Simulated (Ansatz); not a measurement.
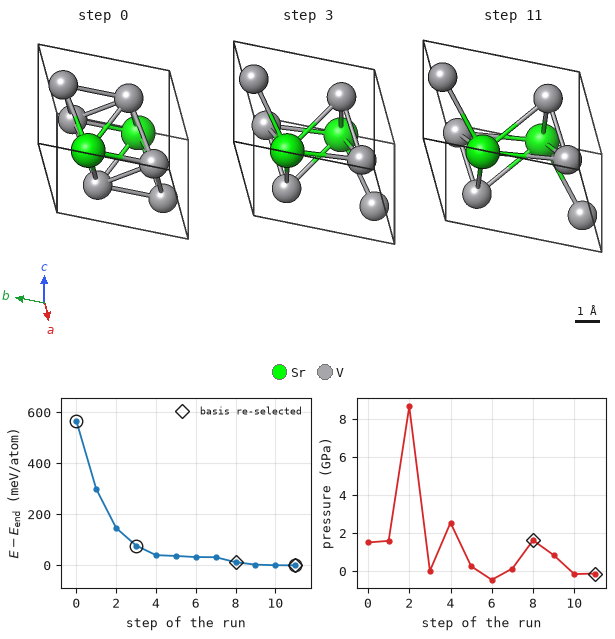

Frames of a relaxation of a crystal of SrV$_{3}$ (built on the Ni3Sn (D0_19)_194 type) (coarse preliminary run), marked on the history of the run. Style: ball-and-stick. Shown: the cell of the calculation, from a free direction.

Case: Ni3Sn (D0_19) type (P6_3/mmc, No. 194).

All numbers below come from DFT PBE, scalar-relativistic, plane waves, PAW in Ansatz. Set-up: plane-wave cutoff 420 eV; k-point mesh 3 × 3 × 4; occupations gaussian; smearing width 0.1 eV; no spin polarisation; cell and atoms relaxed; force threshold 0.04 eV/Å; at most 70 steps.

> What happens along the run?

The largest moves relative to the cell, 0.72 Å, are those of V atoms. Sr stays in place. The drawn cell changes as follows: a = b 5.925 → 7.050 Å (+19.0 %), c 4.756 → 4.696 Å (−1.3 %); the volume changes by +39.8 %. Near-neighbour distances that change, for instance: V–V 2.957 → 4.763 Å, Sr–V 2.927 → 3.616 Å, V–V 2.969 → 2.287 Å, Sr–V 2.963 → 3.597 Å. Bonds break: V–V (2.96 → 4.76 Å). The space group stays P6_3/mmc (No. 194). The energy falls by 567 meV per atom in 9 accepted moves (11 points after the start). Largest force component: 1.9 eV/Å at the start, 0.021 eV/Å at the end. The pressure goes from 1.52 to −0.12 GPa. The SCF was repeated twice at an unchanged geometry on a basis and grid sized afresh for the cell, which shifted the energy by 19.6 meV per atom at most. Cost: 80 s on 1 thread of Arm Neoverse V2, with other jobs on the host, peak memory 0.46 GiB. From step 0 to 3: V atoms move most (0.45 Å), volume +16.4 %, energy −489 meV per atom. From step 3 to 11: V atoms move most (0.22 Å), volume +20.1 %, energy −77.8 meV per atom.

| step | E − E(0), meV/atom | largest force component, eV/Å | pressure, GPa | volume, Å³/atom | note |
| --- | --- | --- | --- | --- | --- |
| 0 | 0.00 | 1.9057 | 1.52 | 18.077 |  |
| 1 | -267.69 | 1.5756 | 1.60 | 18.357 |  |
| 2 | -420.40 | 0.2439 | 8.67 | 18.773 |  |
| 3 | -489.21 | 0.5229 | 0.02 | 21.045 |  |
| 4 | -527.00 | 0.1470 | 2.56 | 22.440 |  |
| 5 | -530.12 | 0.4284 | 0.27 | 24.079 |  |
| 6 | -534.48 | 0.1474 | -0.45 | 23.586 |  |
| 7 | -535.03 | 0.0149 | 0.15 | 23.556 |  |
| 8 | -554.64 | 0.0005 | 1.63 | 23.556 | same geometry, new basis |
| 9 | -564.19 | 0.0143 | 0.85 | 24.444 |  |
| 10 | -566.52 | 0.0208 | -0.15 | 25.269 |  |
| 11 | -567.04 | 0.0209 | -0.12 | 25.269 | same geometry, new basis |
